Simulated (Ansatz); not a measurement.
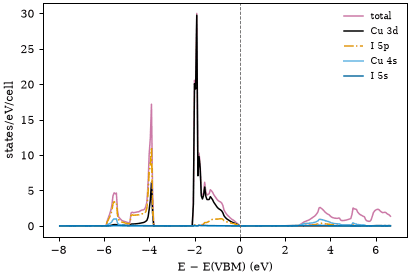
Fig. 1. Total and projected density of states of CuI (zinc blende, F-43m), the program Ansatz at the r²SCAN level (PAW)

Which orbitals carry the states next to the gap?

Top 1 eV of the valence band: Cu 3d 65 %, I 5p 33 %. Bottom 1 eV of the conduction band: Cu 4s 66 %, I 5s 17 %, I 5p 12 %. Projections are on Löwdin-orthogonalised atomic valence shells; empty p or d shells of many metals are not among them.

Where is the tallest occupied peak in this window, and what makes it?

Near -1.9 eV, about 30 states/eV per cell; the largest projected share is Cu 3d.

Symmetry was held in the r²SCAN relaxation. No spin polarisation was allowed. Scalar-relativistic: spin–orbit coupling is off unless named, which matters more the heavier the elements.

Potentials: the later of the program's two PAW sets.
